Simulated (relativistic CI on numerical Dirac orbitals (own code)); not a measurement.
```
atom Lu  Z=71  charge=3  electrons=68
nucleus A=175  rms_radius_fm=5.3700
hamiltonian dirac-coulomb  breit=on  qed=on  c_scale=1
orbitals kli  potential=per-configuration
slater_scale 0.8
correlation none
mixing on
configurations
  [Xe] 4f14
  [Xe] 4f13 5d
end
absorption N6,7 T=10 lorentz=0.3 gauss=0.3
crystal_field Td 10Dq=-13600
```

Multiplet model: relativistic Dirac–Coulomb–Breit theory, one configuration a step, Slater integrals scaled by 0.8, 10 K, Voigt broadening (Lorentzian 0.3 eV, Gaussian 0.3 eV full widths), computed with a radial Dirac CI code.

The N₆,₇ X-ray absorption spectrum that results:

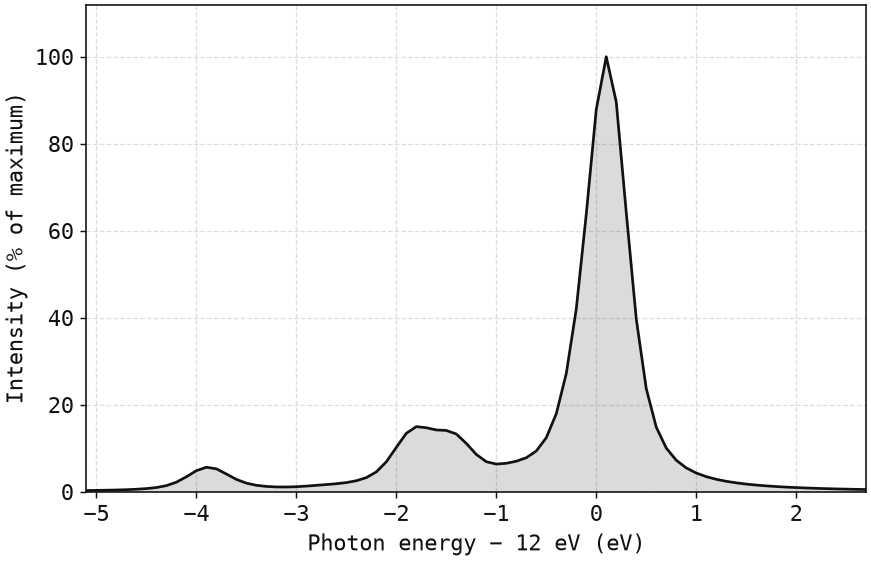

The main maxima lie at 10.2 eV (15) and 12.1 eV (100), heights in % of the largest; the centroid is at 11.6 eV. The ground state has S = 0.00.

Caveat: free-ion energies, so absolute edge positions are off by a few eV from solids.
